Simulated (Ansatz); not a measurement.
Electronic density of states of amorphous Si30N40C, density 2.94 g/cm³, on a 2×2×2 Γ-centred mesh with a Gaussian width of 0.1 eV; energies count from the Fermi level, whose place inside the gap is arbitrary. Cell and mesh are small, so fine structure isn't converged. Calculation: PBE, scalar-relativistic without spin-orbit coupling (plane waves to 420 eV, PAW; Ansatz, a quantum-chemistry and plane-wave program). Sampling: a 2×2×2 Γ-centred mesh; Fermi-Dirac width 0.02 eV; no spin polarisation. At PBE the levels at both edges of the gap are localised (band-tail or defect states), and the nearest spread-out levels lie 3.2 eV apart at the zone centre.

A CHGNet melt-quench gave the starting glass, which DFT then relaxed. N atoms were pushed apart under 1.9 Å during the dynamics, to hinder bonds among them. The hot cell started wider than the set density and was brought back towards it in steps. It is the lowest in DFT energy of 2 quenches. It is a model cell: composition and starting density were chosen by hand, and all elements were melted together. No dispersion term was used. Its density started from a set value of 2.94 and ended at 2.94 g/cm³. Cooling (nominally 380 K/ps over its main leg) ran many orders faster than in experiment, which tends to leave more defects and strain. One small periodic cell is one sample of the glass; other quenches scatter about these values. The volume was held where the preparation left it, at a PBE pressure of 3.2 GPa. Stress components on the final sampling reach 6.5 GPa. Cycles of charging lowered its energy after that relaxation.

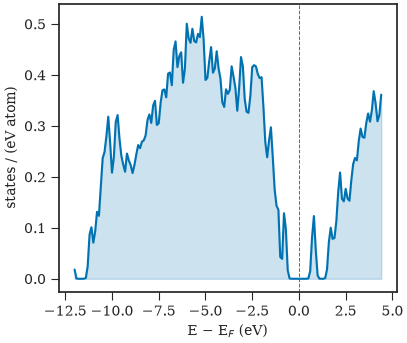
Fig. 1. Density of states per atom

The gap between localised states on this mesh is 1.44 eV; the broadening fills part of it in the curve.
